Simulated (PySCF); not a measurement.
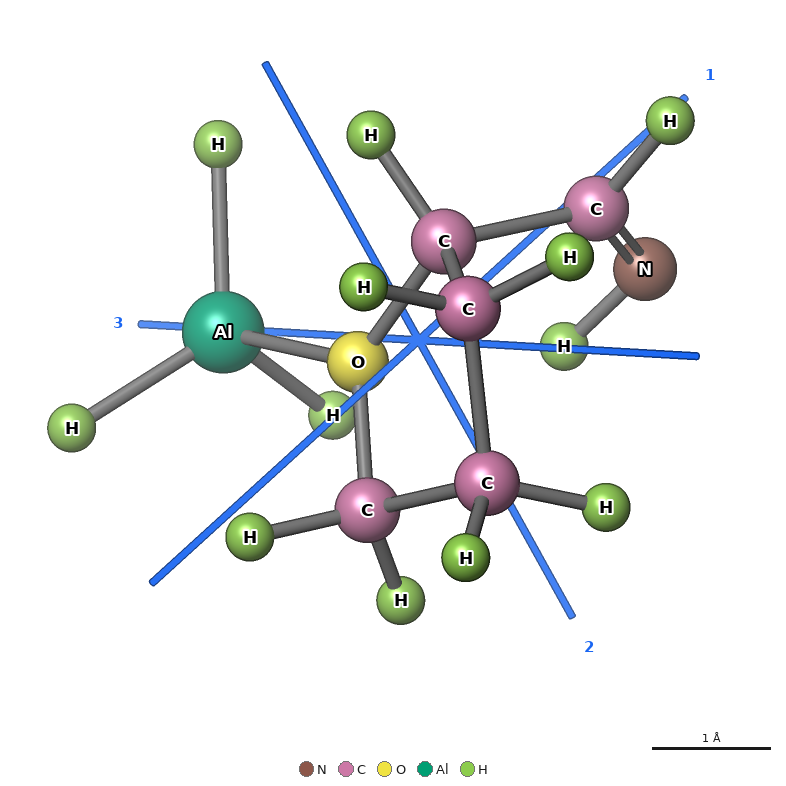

The three principal axes of inertia are drawn and numbered. Distant atoms are faded towards the background colour. The geometry was computed by an optimisation with PBE0-D3(BJ)/def2-SVP. No frequency run is at hand to confirm it as a minimum. Masses are those of the most abundant isotopes; constants are for the rigid equilibrium geometry.

Question: Which line is the a axis (least moment of inertia), which b and which c?

Answer: a is line 3, b is line 1, c is line 2; the moments are 232, 341, 463 u Å².

Question: What kind of rotor is it, and what are its rotational constants in cm⁻¹?

Answer: An asymmetric top (C1): A = 0.0725, B = 0.0494, C = 0.0364 cm⁻¹. Ray's parameter κ is −0.28, nearer the prolate limit.
